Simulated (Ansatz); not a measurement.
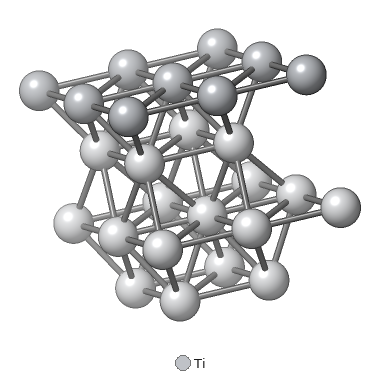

The system is Mg on a Ti(001) slab cut from the P6_3/mmc phase, its upper half relaxed before the scan (16 atoms of substrate and one adsorbate in a 2 × 2 cell); the picture shows it without the atoms that are moved over the map. Mg is moved over the surface cell; relaxed at each place: the height of the adsorbate's atoms; substrate rigid; the origin of the map has the adsorbate above Ti13. Places are given modulo a cell vector. The map is drawn in real space over the plane of the surface. Grid: 6 × 6 points; 10 points were computed and 26 follow by symmetry. Places are given in fractions of the 1 × 1 surface cell. All energies are given in meV relative to the lowest grid point. The calculation used DFT LDA, scalar-relativistic, plane waves, PAW (Ansatz). Settings: cutoff 420 eV, k-mesh 6×6×1, gaussian smearing 0.1 eV, no spin polarisation.

Range: position of Mg17 along the first surface vector from 0.000 to 0.833; position of Mg17 along the second surface vector from 0.000 to 0.833.

Question: What will the energy surface look like?

Answer: The lowest grid point is at a threefold hollow over a second-layer Ti atom, (2/6, 4/6) of the cell vectors. A higher local minimum lies near a threefold hollow, (4/6, 2/6) of the cell vectors (74 meV above the lowest at that grid point). The highest grid point, the top site over a surface Ti atom, (0/6, 0/6) of the cell vectors, lies 287 meV above the lowest. On the interpolated surface the easiest way out of the lowest well to the well at a threefold hollow, (4/6, 2/6) of the cell vectors passes a barrier of about 84 meV. At the lowest point the adsorbate has 3 Ti at 2.85 Å as nearest neighbours, at the highest 1 Ti at 2.54 Å. Its relaxed height above the top atom is 2.32 Å at the lowest and 2.54 Å at the highest point.

| second ↓, first → | 0/6 | 1/6 | 2/6 | 3/6 | 4/6 | 5/6 |
| --- | --- | --- | --- | --- | --- | --- |
| 5/6 | 242 | 156 | 50 | 50 | 156 | 242 |
| 4/6 | 137 | 50 | 0 | 50 | 137 | 176 |
| 3/6 | 74 | 50 | 50 | 74 | 97 | 97 |
| 2/6 | 137 | 156 | 137 | 97 | 74 | 97 |
| 1/6 | 242 | 242 | 176 | 97 | 97 | 176 |
| 0/6 | 287 | 242 | 137 | 74 | 137 | 242 |

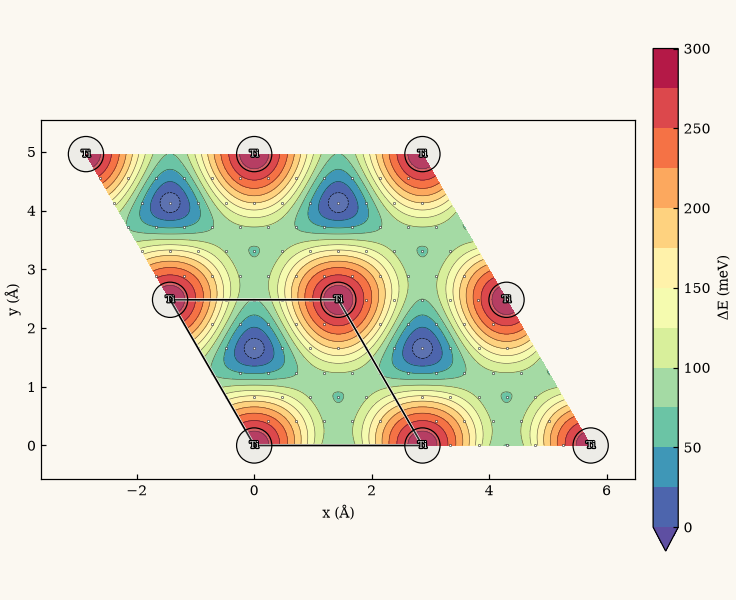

Drawn: filled contours, dots at the grid points, labelled circles for the atoms of the top layer and small ones for the second layer, the outline of one cell of the 2 × 2 shown. Between grid points the surface is interpolated.

Each point was launched as `ansatz run input.yaml --threads 4 --pin off --max-ram 12288MiB --backend cpu --events-out ev --progress --plain --runs-dir out`. Time for the 10 points that were run: 37 min on 4 threads of Arm Neoverse N1 (shared host).

PAW datasets: the set soft_1.
